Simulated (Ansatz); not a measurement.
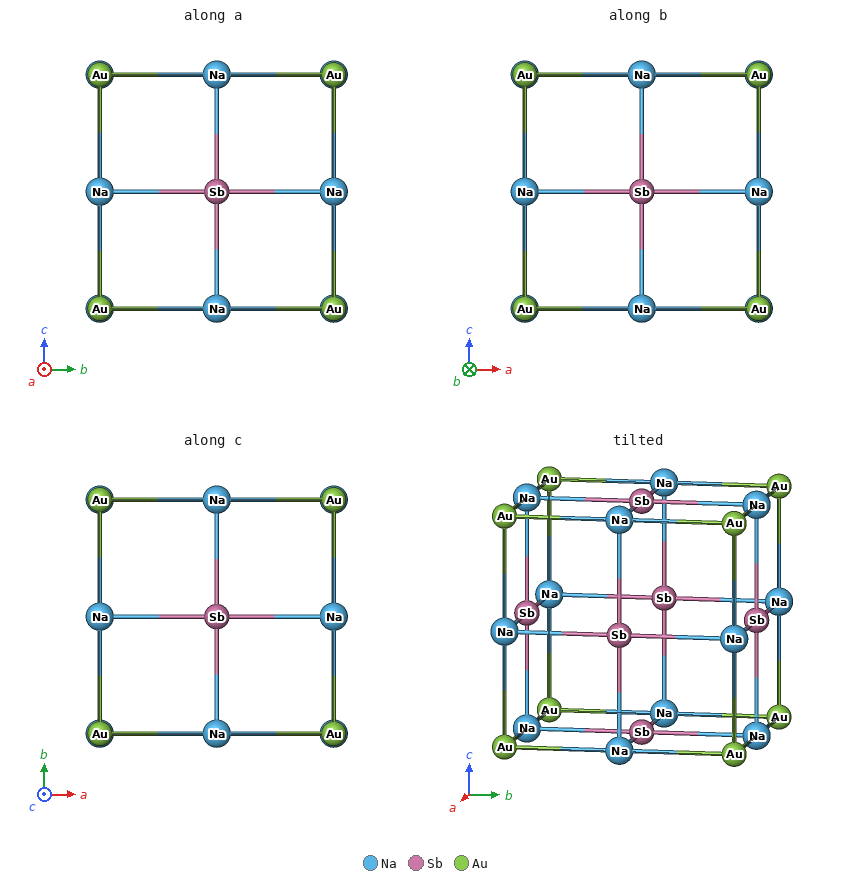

Drawn in the ball-and-stick manner and seen along the a axis, along the b axis, along the c axis and slightly off an axis. One conventional unit cell is outlined, and atoms on its boundary appear in each equivalent place.

Lattice parameters: a = 5.9858 Å, b = 5.9858 Å, c = 5.9858 Å, α = 90.000°, β = 90.000°, γ = 90.000°.

Convert the drawing into a CIF with its space group and independent sites.

Answer.
```cif
data_structure
_symmetry_space_group_name_H-M 'P m -3 m'
_symmetry_Int_Tables_number 221
_cell_length_a 5.9858
_cell_length_b 5.9858
_cell_length_c 5.9858
_cell_angle_alpha 90.000
_cell_angle_beta 90.000
_cell_angle_gamma 90.000
_cell_volume 214.47
loop_
_atom_site_label
_atom_site_type_symbol
_atom_site_symmetry_multiplicity
_atom_site_Wyckoff_symbol
_atom_site_fract_x
_atom_site_fract_y
_atom_site_fract_z
_atom_site_occupancy
Na1 Na 3 d 0.0000 0.0000 0.5000 1
Sb1 Sb 3 c 0.0000 0.5000 0.5000 1
Au1 Au 1 a 0.0000 0.0000 0.0000 1
```

The initial geometry was a structure type filled with these elements by a generator (whether the compound takes this form wasn't checked). Atoms and cell were optimised with DFT PBE, scalar-relativistic, plane waves, PAW in Ansatz 0.2.0.
